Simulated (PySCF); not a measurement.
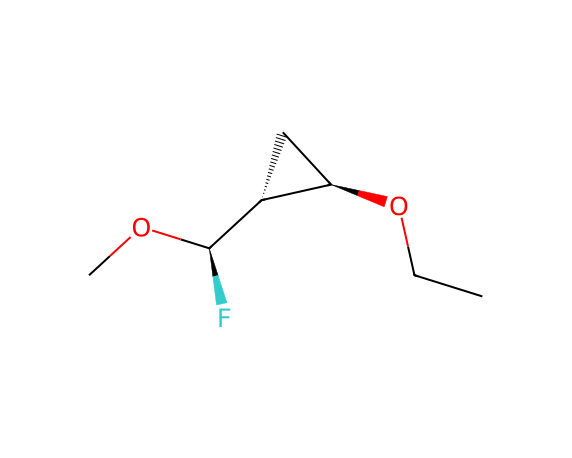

Skeletal drawing of a molecule.

**Give its SMILES.**

CCO[C@@H]1C[C@H]1[C@@H](F)OC

**What is the molecular formula?**

C7H13FO2.

**An optimisation with PBE0-D3(BJ)/def2-SVP gave a structure of which point group?**

C1.

The parts below concern this one geometry. Atoms keep their numbers from picture to picture. Computed geometry: PBE0-D3(BJ)/def2-SVP optimisation. No frequency run is at hand to confirm it as a minimum.

## Shape

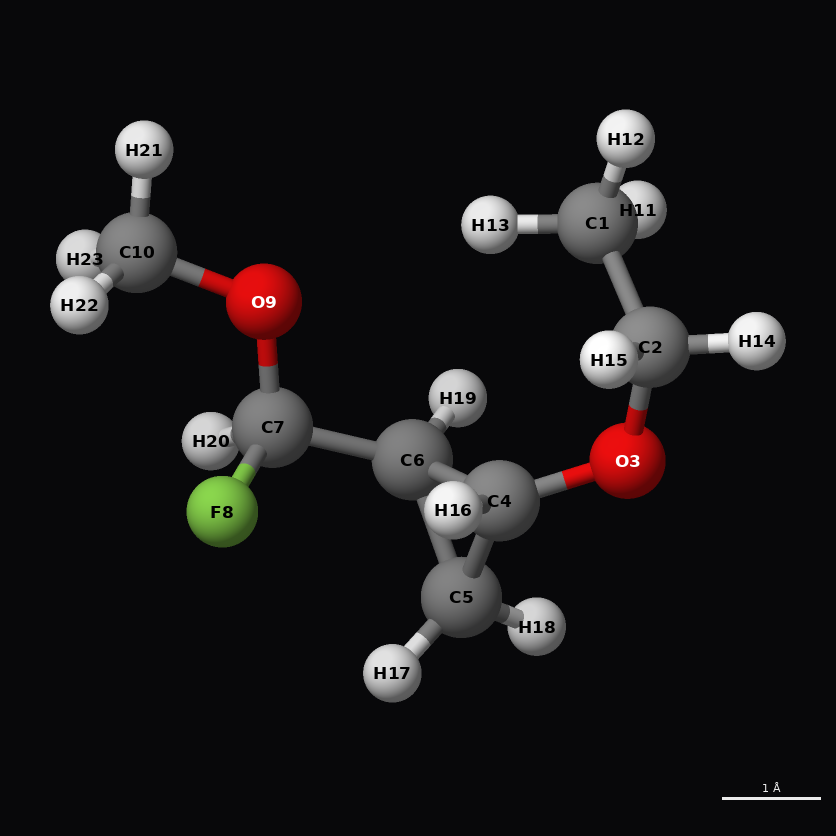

No frequency run is at hand to confirm it as a minimum.

Give the bond lengths. Leave out bonds to hydrogen.

| bond | length (Å) | order |
| --- | --- | --- |
| C1–C2 | 1.517 | single |
| C2–O3 | 1.410 | single |
| O3–C4 | 1.378 | single |
| C4–C5 | 1.487 | single |
| C4–C6 | 1.503 | single |
| C5–C6 | 1.504 | single |
| C6–C7 | 1.496 | single |
| C7–F8 | 1.386 | single |
| C7–O9 | 1.370 | single |
| O9–C10 | 1.405 | single |

## Electronic properties

No frequency run is at hand to confirm it as a minimum. Properties computed with PBE0/def2-SVPD, gas phase (PySCF 2.14.0). Excitations: vertical, linear response.

Predict the main results.

- dipole moment: 2.01 D
- HOMO energy (Kohn–Sham orbital): −7.04 eV
- LUMO energy (Kohn–Sham orbital): 0.73 eV
- HOMO–LUMO gap: 7.77 eV
- mean static polarisability: 93.4 bohr³
- lowest vertical singlet excitation: 6.87 eV
- its oscillator strength: 0.013
- brightest of the 10 lowest singlets: 8.22 eV
- its oscillator strength: 0.04

## NMR shielding

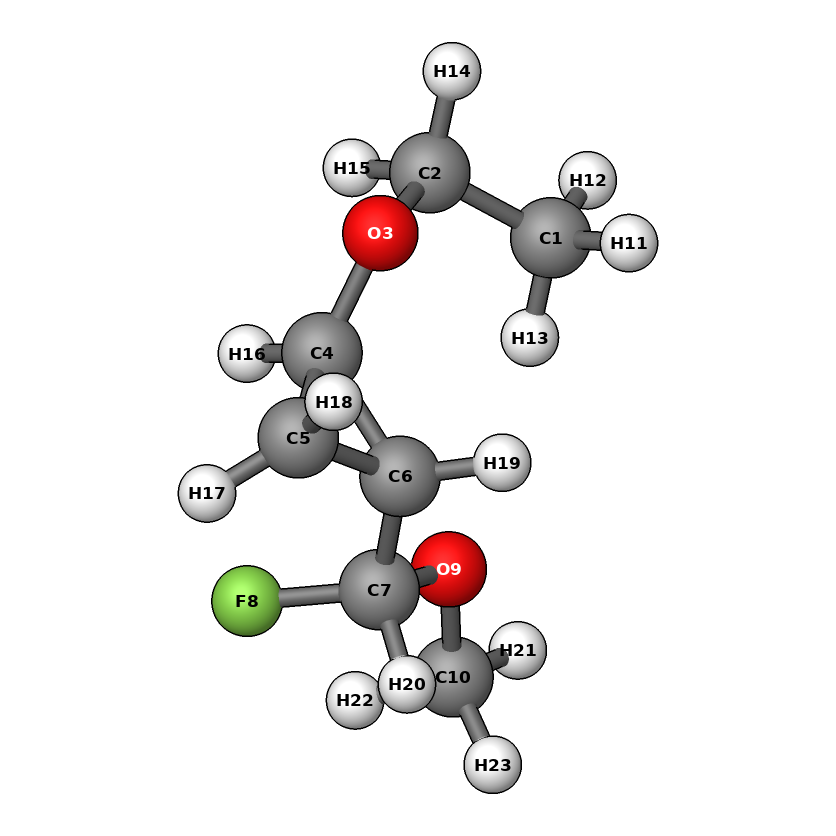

No frequency run is at hand to confirm it as a minimum. Method: GIAO PBE0/pcSseg-1 NMR shielding, non-relativistic, IEF-PCM acetonitrile (PySCF 2.14.0). Principal shieldings σ11 ≤ σ22 ≤ σ33, span Ω = σ33 − σ11, skew κ = 3(σiso − σ22)/Ω.

Give the shielding tensors of the F atoms.

```csv
atom,σ11,σ22,σ33,σiso,Ω,κ
F8,265.7,380.4,410.6,352.2,144.9,−0.58
```

Shieldings and span in ppm.

## Quadrupole coupling

No frequency run is at hand to confirm it as a minimum. Electric field gradients from the ground-state density, PBE0/pcSseg-1 in acetonitrile (IEF-PCM) (PySCF 2.14.0), non-relativistic apart from any core potentials.

Give the largest field-gradient component, the quadrupole coupling constant and the asymmetry for 17O at O3 (Q = −25.6 mb), 17O at O9 (Q = −25.6 mb), 2H at H11 (Q = 2.86 mb), 2H at H12 (Q = 2.86 mb).

```json
{"atom": "O3", "V_zz (a.u.)": "1.956", "e²qQ/h (MHz)": "−11.76", "η": "0.96"}
{"atom": "O9", "V_zz (a.u.)": "1.908", "e²qQ/h (MHz)": "−11.47", "η": "0.87"}
{"atom": "H11", "V_zz (a.u.)": "0.292", "e²qQ/h (MHz)": "0.196", "η": "0.01"}
{"atom": "H12", "V_zz (a.u.)": "0.291", "e²qQ/h (MHz)": "0.196", "η": "0.03"}
```
